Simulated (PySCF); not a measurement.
# Single-point calculation of SnP

The run: single-point calculation of SnP, multiplicity 2. Method and program: UKS-camb3lyp/crenbl, tda (PySCF 2.14.0).

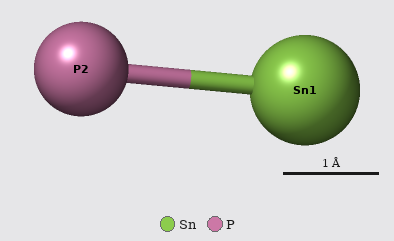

The structure (ball-and-stick view, seen at a tilt; atoms are numbered from 1 in the order of the input). Sticks mark near contacts.

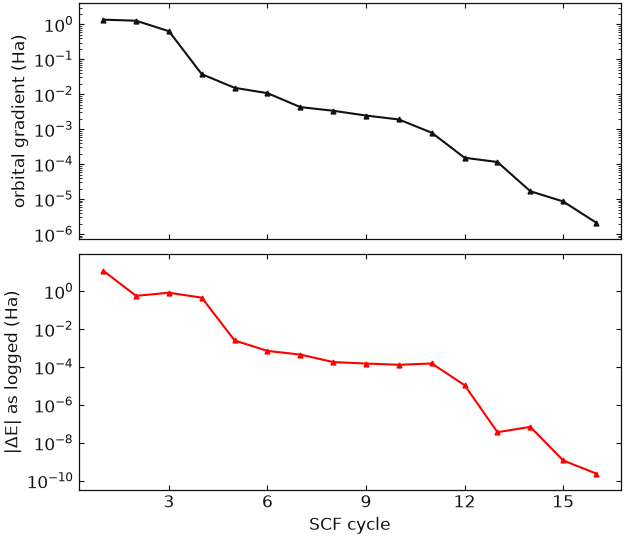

Convergence of the self-consistent field: orbital gradient and size of the energy change against the SCF cycle. The residual falls at every step.

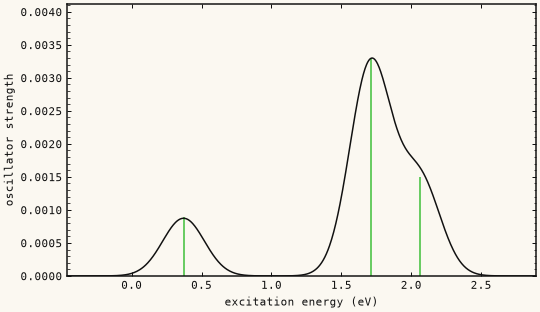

Computed excitations as sticks (degenerate states added up, dark ones marked on the axis), with a Gaussian envelope of 0.35 eV full width at half maximum, scaled to the tallest. Of the 3 states the lowest lies at 0.37 eV (f = 0.001); the strongest line is at 1.71 eV, or 726 nm (f = 0.003).

These pictures come from the run below.

**The input**
```python
from pyscf import gto, dft, tdscf

mol = gto.M(
    atom='Sn 0 0 0; P 0 0 2.415',
    basis='crenbl',
    ecp={'Sn': 'crenbl', 'P': 'crenbl'},
    charge=0,
    spin=1,
    verbose=4,
)
mf = dft.UKS(mol, xc='camb3lyp')
mf.kernel()
td = tdscf.TDA(mf)
td.nstates = 3
td.kernel()
td.analyze(verbose=3)
mf.dip_moment()
print('orbital energies (hartree):', [e[max(0, n-3):n+3].round(4) for e, n in zip(mf.mo_energy, mol.nelec)])
```

Launch command:
```bash
OMP_NUM_THREADS=1 python input.py
```

**Log**
```
PySCF version 2.14.0

[INPUT] verbose = 4
[INPUT] num. atoms = 2
[INPUT] num. electrons = 19
[INPUT] charge = 0
[INPUT] spin (= nelec alpha-beta = 2S) = 1
[INPUT] symmetry False subgroup None
[INPUT] Mole.unit = angstrom
[INPUT] Symbol           X                Y                Z      unit          X                Y                Z       unit  Magmom
[INPUT]  1 Sn     0.000000000000   0.000000000000   0.000000000000 AA    0.000000000000   0.000000000000   0.000000000000 Bohr   0.0
[INPUT]  2 P      0.000000000000   0.000000000000   2.415000000000 AA    0.000000000000   0.000000000000   4.563688590825 Bohr   0.0

nuclear repulsion = 15.3384698817391
number of shells = 18
number of NR pGTOs = 48
number of NR cGTOs = 48
basis = crenbl
ecp = {'Sn': 'crenbl', 'P': 'crenbl'}

******** <class 'pyscf.dft.uks.UKS'> ********
method = UKS
initial guess = minao
damping factor = 0
level_shift factor = 0
DIIS = <class 'pyscf.scf.diis.CDIIS'>
diis_start_cycle = 1
diis_space = 8
diis_damp = 0
SCF conv_tol = 1e-09
SCF conv_tol_grad = None
SCF max_cycles = 50
direct_scf = True
direct_scf_tol = 1e-13
number electrons alpha = 10  beta = 9
XC library pyscf.dft.libxc version 7.0.0
    S. Lehtola, C. Steigemann, M. J.T. Oliveira, and M. A.L. Marques.,  SoftwareX 7, 1–5 (2018)
XC functionals = camb3lyp
    T. Yanai, D. P. Tew, and N. C. Handy.,  Chem. Phys. Lett. 393, 51 (2004)
radial grids:
    Treutler-Ahlrichs [JCP 102, 346 (1995); DOI:10.1063/1.469408] (M4) radial grids

becke partition: Becke, JCP 88, 2547 (1988); DOI:10.1063/1.454033
pruning grids: <function nwchem_prune>
grids dens level: 3
symmetrized grids: False
atomic radii adjust function: <function treutler_atomic_radii_adjust>
small_rho_cutoff = 0
Set gradient conv threshold to 3.16228e-05
tot grids = 41144
init E= -63.3485706657338
  alpha nocc = 10  HOMO = -0.493994844072084  LUMO = -0.364701109638451

WARN: beta  nocc = 9  HOMO -0.493994844072086 >= LUMO -0.493994844072083

WARN: HOMO -0.493994844072084 >= LUMO -0.493994844072083

cycle= 1 E= -75.4322099635774  delta_E= -12.1  |g|= 1.35  |ddm|= 2.94
  alpha nocc = 10  HOMO = -0.162450045516329  LUMO = 0.046722478086042
  beta  nocc = 9  HOMO = -0.259880087365287  LUMO = -0.143452006668173
  HOMO = -0.162450045516  LUMO = -0.143452006668  gap/eV = 0.51696
cycle= 2 E= -74.8674627742969  delta_E= 0.565  |g|= 1.26  |ddm|= 6.64
  alpha nocc = 10  HOMO = -0.193046046172343  LUMO = -0.00397882189997079
  beta  nocc = 9  HOMO = -0.173026083267005  LUMO = -0.110794934879811
  HOMO = -0.173026083267  LUMO = -0.11079493488  gap/eV = 1.69340
cycle= 3 E= -75.6951027986331  delta_E= -0.828  |g|= 0.632  |ddm|= 3.84
  alpha nocc = 10  HOMO = -0.244481542760453  LUMO = -0.0446705389038098
  beta  nocc = 9  HOMO = -0.230075550165891  LUMO = -0.165193251980447
  HOMO = -0.230075550166  LUMO = -0.16519325198  gap/eV = 1.76554
cycle= 4 E= -76.1490079176506  delta_E= -0.454  |g|= 0.0373  |ddm|= 1.03
  alpha nocc = 10  HOMO = -0.266658355687974  LUMO = -0.0430273568773336
  beta  nocc = 9  HOMO = -0.260804347259685  LUMO = -0.111328307138119
  HOMO = -0.26080434726  LUMO = -0.111328307138  gap/eV = 4.06745
cycle= 5 E= -76.1515023588381  delta_E= -0.00249  |g|= 0.0152  |ddm|= 0.152
  alpha nocc = 10  HOMO = -0.262944920723852  LUMO = -0.0417478095203443
  beta  nocc = 9  HOMO = -0.255593703312996  LUMO = -0.108206784566875
  HOMO = -0.255593703313  LUMO = -0.108206784567  gap/eV = 4.01060
cycle= 6 E= -76.1522037742183  delta_E= -0.000701  |g|= 0.0107  |ddm|= 0.0547
  alpha nocc = 10  HOMO = -0.262508429774655  LUMO = -0.0418697428506252
  beta  nocc = 9  HOMO = -0.253561686622952  LUMO = -0.108168242702228
  HOMO = -0.253561686623  LUMO = -0.108168242702  gap/eV = 3.95636
cycle= 7 E= -76.1526528573452  delta_E= -0.000449  |g|= 0.00427  |ddm|= 0.0509
  alpha nocc = 10  HOMO = -0.263584195200305  LUMO = -0.0416375500775945
  beta  nocc = 9  HOMO = -0.253102609970797  LUMO = -0.108463545919639
  HOMO = -0.253102609971  LUMO = -0.10846354592  gap/eV = 3.93583
cycle= 8 E= -76.1528341399306  delta_E= -0.000181  |g|= 0.00336  |ddm|= 0.0282
  alpha nocc = 10  HOMO = -0.264659262226625  LUMO = -0.0412338435635842
  beta  nocc = 9  HOMO = -0.252007976168465  LUMO = -0.108293913532715
  HOMO = -0.252007976168  LUMO = -0.108293913533  gap/eV = 3.91066
cycle= 9 E= -76.1529850362242  delta_E= -0.000151  |g|= 0.00245  |ddm|= 0.0292
  alpha nocc = 10  HOMO = -0.266318047747471  LUMO = -0.0410641920451189
  beta  nocc = 9  HOMO = -0.251064798206046  LUMO = -0.108398687241929
  HOMO = -0.251064798206  LUMO = -0.108398687242  gap/eV = 3.88214
cycle= 10 E= -76.1531153841647  delta_E= -0.00013  |g|= 0.00189  |ddm|= 0.0319
  alpha nocc = 10  HOMO = -0.269974207972165  LUMO = -0.0399654059671399
  beta  nocc = 9  HOMO = -0.24925442264163  LUMO = -0.108386931102144
  HOMO = -0.249254422642  LUMO = -0.108386931102  gap/eV = 3.83320
cycle= 11 E= -76.1532675101787  delta_E= -0.000152  |g|= 0.000789  |ddm|= 0.0641
  alpha nocc = 10  HOMO = -0.271322335195715  LUMO = -0.0397685332715625
  beta  nocc = 9  HOMO = -0.248705445067836  LUMO = -0.10843495169611
  HOMO = -0.248705445068  LUMO = -0.108434951696  gap/eV = 3.81695
cycle= 12 E= -76.1532783676552  delta_E= -1.09e-05  |g|= 0.000152  |ddm|= 0.0206
  alpha nocc = 10  HOMO = -0.271081526090877  LUMO = -0.0399852266761285
  beta  nocc = 9  HOMO = -0.248561914101381  LUMO = -0.108455869579453
  HOMO = -0.248561914101  LUMO = -0.108455869579  gap/eV = 3.81248
cycle= 13 E= -76.1532784035002  delta_E= -3.58e-08  |g|= 0.000115  |ddm|= 0.0016
  alpha nocc = 10  HOMO = -0.271210337014401  LUMO = -0.0399067164007854
  beta  nocc = 9  HOMO = -0.248574065505174  LUMO = -0.108449070095353
  HOMO = -0.248574065505  LUMO = -0.108449070095  gap/eV = 3.81300
cycle= 14 E= -76.1532784721057  delta_E= -6.86e-08  |g|= 1.68e-05  |ddm|= 0.00141
  alpha nocc = 10  HOMO = -0.271209326015509  LUMO = -0.0399024554655889
  beta  nocc = 9  HOMO = -0.248578987840692  LUMO = -0.108448768722423
  HOMO = -0.248578987841  LUMO = -0.108448768722  gap/eV = 3.81314
cycle= 15 E= -76.1532784732637  delta_E= -1.16e-09  |g|= 8.55e-06  |ddm|= 0.000142
  alpha nocc = 10  HOMO = -0.271211892554486  LUMO = -0.0399016345230021
  beta  nocc = 9  HOMO = -0.248577470626013  LUMO = -0.108448474314062
  HOMO = -0.248577470626  LUMO = -0.108448474314  gap/eV = 3.81310
cycle= 16 E= -76.1532784734998  delta_E= -2.36e-10  |g|= 2.14e-06  |ddm|= 7.13e-05
  alpha nocc = 10  HOMO = -0.271212011500523  LUMO = -0.0399026814963672
  beta  nocc = 9  HOMO = -0.248577053443938  LUMO = -0.108448897292736
  HOMO = -0.248577053444  LUMO = -0.108448897293  gap/eV = 3.81308
Extra cycle  E= -76.1532784735079  delta_E= -8.01e-12  |g|= 1.12e-06  |ddm|= 9.64e-06
converged SCF energy = -76.1532784735079  <S^2> = 0.81683117  2S+1 = 2.0657504

******** <class 'pyscf.tdscf.uks.TDA'> for <class 'pyscf.dft.uks.UKS'> ********
nstates = 3
deg_eia_thresh = 1.000e-03
wfnsym = None
conv_tol = 1e-05
eigh lindep = 1e-12
eigh level_shift = 0
eigh max_cycle = 100

Excitation energies (eV)
[0.3709686  1.70837541 2.05951092]

** Excitation energies and oscillator strengths **
Excited State   1:      0.37097 eV   3342.17 nm  f=0.0009
Excited State   2:      1.70838 eV    725.74 nm  f=0.0033
Excited State   3:      2.05951 eV    602.01 nm  f=0.0015
Dipole moment(X, Y, Z, Debye): -0.00000, -0.00000, -2.98426
orbital energies (hartree): [array([-0.295 , -0.2747, -0.2712, -0.0603, -0.0441,  0.0496]), array([-0.4541, -0.2648, -0.2486, -0.1084, -0.0399, -0.0165])]
```

**Key numbers**

| quantity | value |
| --- | --- |
| outcome | converged |
| SCF energy | −76.153278 hartree |
| ⟨S²⟩ | 0.817 |
| dipole moment | 2.98 D |
| hardware | 1 CPU thread, shared host |
| wall time | 29 s |
